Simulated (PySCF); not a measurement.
# InF (SMILES [F][In]) at 6 levels

Wanted: a comparison of 6 runs (SVWN5/STO-6G, BCCD(T)/STO-6G, CCSDT(Q)/STO-6G, CCSDTQ/STO-6G, NEVPT2(2,2)/STO-6G, QCISD(T)/STO-6G) of InF. Input form: a Python script.

Program for the calculation: PySCF 2.14.0.

16 further runs of the same task are left out: 6 that didn't finish, 10 set aside as unsound or not needed.

### Step 1. The structure to begin with

InF: 2 atoms, total charge 0, spin state singlet. SMILES: `[F][In]`. Geometry: a GFN2-xTB relaxation, a rough one for these elements and not checked as a minimum.

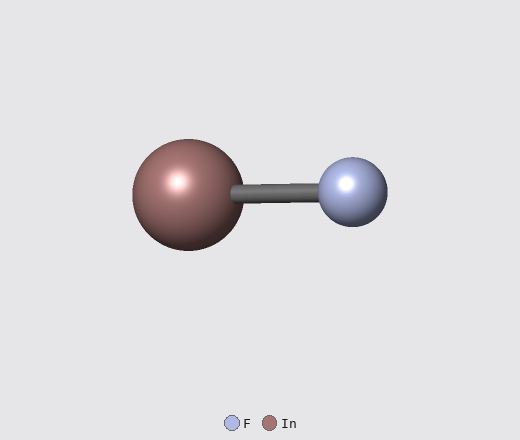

Viewed from a chosen angle; fluorine light blue, indium brown.

### Step 2. The energy at SVWN5/STO-6G (run 1)

Input file start.xyz:

```xyz
2
FIn
F      0.000000     0.000000     0.000000
In     0.000000     0.000000     2.025490
```

Input file run.py:

```python
from pyscf import gto, dft

mol = gto.M(
    atom='start.xyz',
    basis='sto-6g',
    spin=0,
    verbose=3,
    max_memory=1860,
)

myscf = dft.RKS(mol)
myscf.xc = 'svwn'
myscf.conv_tol = 1e-10
myscf.grids.level = 5
myscf.kernel()
if not myscf.converged:
    myscf = myscf.newton().run(myscf.mo_coeff, myscf.mo_occ)

etot = myscf.e_tot
print(f'total energy: {etot:.8f} hartree')
```

On the command line:

```
OMP_NUM_THREADS=1 python run.py
```

What it wrote:

```text
converged SCF energy = -5807.67230091019
total energy: -5807.67230091 hartree
```

It took 3.3 s on 1 thread of Arm Neoverse V1, shared host; peak memory 0.15 GiB.

### Step 3. The energy at BCCD(T)/STO-6G (run 2)

Input file input.py:

```python
from pyscf import gto, cc
from pyscf.cc.bccd import bccd_kernel_

system = gto.M(
    atom='F 0.000000 0.000000 0.000000; In 0.000000 0.000000 2.025490',
    max_memory=1860,
    spin=0,
    verbose=3,
    basis='sto-6g',
)

mf = system.RHF()
mf.conv_tol = 1e-10
mf.kernel()
if not mf.converged:
    mf = mf.newton().run(mf.mo_coeff, mf.mo_occ)

mycc = cc.CCSD(mf, frozen=19).run()
mycc = bccd_kernel_(mycc, diis=True)
e_t = mycc.ccsd_t()
e_tot = mycc.e_tot + e_t
print(f'total energy: {e_tot:.8f} hartree')
```

On the command line:

```
OMP_NUM_THREADS=1 python input.py
```

What it wrote:

```text
converged SCF energy = -5811.56266863631
E(CCSD) = -5811.625749782985  E_corr = -0.06308114667518944
BCCD loop starts.

[... 23 lines left out ...]
CCSD converged
[... 28 lines left out ...]
CCSD converged
[... 24 lines left out ...]
CCSD converged
[... 22 lines left out ...]
CCSD converged
[... 3 lines left out ...]
total energy: -5811.63506043 hartree
```

It took 2.5 s on 1 thread of Arm Neoverse V1, shared host; peak memory 0.12 GiB.

Runs 3 to 4 aren't shown in full; the table further down has their settings and results.

### Step 4. The energy at NEVPT2(2,2)/STO-6G (run 5)

Input file calc.py:

```python
import numpy
from pyscf import gto, scf, mp, mcscf, mrpt

system = gto.M(
    atom='''
F      0.000000     0.000000     0.000000
In     0.000000     0.000000     3.827621
''',
    max_memory=1860,
    basis='sto-6g',
    verbose=3,
    unit='bohr',
    charge=0,
    spin=0,
)

myscf = system.RHF()
myscf.conv_tol = 1e-10
myscf.kernel()
if not myscf.converged:
    myscf = myscf.newton().run(myscf.mo_coeff, myscf.mo_occ)

pt = mp.MP2(scf.addons.convert_to_uhf(myscf)).run()
noons, natorbs = mcscf.addons.make_natural_orbitals(pt)
print('natural occupations', numpy.round(noons[:40], 4))
cas = mcscf.CASSCF(myscf, 2, 2)
cas.fix_spin_(ss=0.0)
cas.natorb = True
cas.kernel(natorbs)
e_pt2 = mrpt.NEVPT(cas).kernel()
e_tot = cas.e_tot + e_pt2
print('Final energy', e_tot)
```

On the command line:

```
OMP_NUM_THREADS=1 python calc.py
```

What it wrote:

```text
converged SCF energy = -5811.5626686625
E(UMP2) = -5811.61231656211  E_corr = -0.0496478996063419
E(SCS-UMP2) = -5811.61463186213  E_corr = -0.0519631996302913
natural occupations [2.     2.     2.     2.     2.     2.     2.     2.     2.     2.
 2.     2.     2.     2.     2.     2.     2.     2.     2.     1.9999
 1.9999 1.9999 1.9999 1.9999 1.9997 1.9891 1.9891 1.978  1.9599 0.0317
 0.0267 0.0267]
CASSCF energy = -5811.58144255267
CASCI E = -5811.58144255267  E(CI) = -1.20466680910977  S^2 = 0.0000000
Sr    (-1)',   E = -0.00000000000000
Si    (+1)',   E = -0.00000000000209
Sijrs (0)  ,   E = -0.01394414027228
Sijr  (+1) ,   E = -0.00116258641120
Srsi  (-1) ,   E = -0.00107276610311
Srs   (-2) ,   E = -0.00006036936646
Sij   (+2) ,   E = -0.00108881258245
Sir   (0)' ,   E = -0.01308736831586
Nevpt2 Energy = -0.030416043053459
Final energy -5811.611858595723
```

It took 2.6 s on 1 thread of Arm Neoverse V1, shared host; peak memory 0.13 GiB.

### Step 5. A single-point energy at QCISD(T)/STO-6G (run 6)

Input file calc.py:

```python
from pyscf import gto, scf, cc

mol = gto.M(
    atom='F 0.000000 0.000000 0.000000; In 0.000000 0.000000 2.025490',
    basis='sto-6g',
    charge=0,
    max_memory=1860,
    verbose=3,
)

mf = scf.RHF(mol)
mf.conv_tol = 1e-10
mf.kernel()
if not mf.converged:
    mf = mf.newton().run(mf.mo_coeff, mf.mo_occ)

mycc = cc.QCISD(mf, frozen=19)
mycc.kernel()
e_t = mycc.qcisd_t()
e_final = mycc.e_tot + e_t
print('E = %.10f Eh' % e_final)
```

On the command line:

```
OMP_NUM_THREADS=1 python calc.py
```

What it wrote:

```text
converged SCF energy = -5811.56266863631
E(QCISD) = -5811.630424530194  E_corr = -0.06775589388494629
QCISD(T) correction = -0.00752265556812558
E = -5811.6379471858 Eh
```

Wall time 2 s (1 thread of Arm Neoverse V1, shared host); peak memory 0.11 GiB.

### Step 6. All runs side by side

| run | level | integration grid | frozen core orbitals | energy (Eh) | dipole moment (D) of the reference | HOMO energy (eV) | LUMO energy (eV) | wall time |
| --- | --- | --- | --- | --- | --- | --- | --- | --- |
| 1 | SVWN5/STO-6G | 5 | – | -5807.672301 | 0.24 | -0.85 | 1.71 | 3.3 s |
| 2 | BCCD(T)/STO-6G | – | 19 | -5811.635060 | – | – | – | 2.5 s |
| 3 | CCSDT(Q)/STO-6G | – | 19 | -5811.637700 | 0.98 | -4.30 | 6.20 | 5.1 s |
| 4 | CCSDTQ/STO-6G | – | 19 | -5811.636084 | 0.98 | -4.30 | 6.20 | 15 s |
| 5 | NEVPT2(2,2)/STO-6G | – | – | -5811.611859 | 0.98 | -4.30 | 6.20 | 2.6 s |
| 6 | QCISD(T)/STO-6G | – | 19 | -5811.637947 | 0.98 | -4.30 | 6.20 | 2 s |

### Step 7. Results

```
                                           quantity           value
                                run 6: total energy  -5811.63795 Eh
        run 6: dipole moment (Hartree–Fock density)          0.98 D
         run 6: HOMO energy (Hartree–Fock orbitals)        -4.30 eV
         run 6: LUMO energy (Hartree–Fock orbitals)         6.20 eV
       run 6: HOMO–LUMO gap (Hartree–Fock orbitals)        10.50 eV
run 6: correlation energy (19 core orbitals frozen)       -75.3 mEh
                              run 6: (T) correction       -7.52 mEh
                               run 6: T1 diagnostic           0.029
```

What this shows: In runs 1, 2, 3, 4, 5, 6 the basis is minimal, so the values are rough. In runs 1, 2, 3, 4, 5, 6 relativity is left out where basis or elements ask for it. All runs together took 31 s, the longest 15 s.
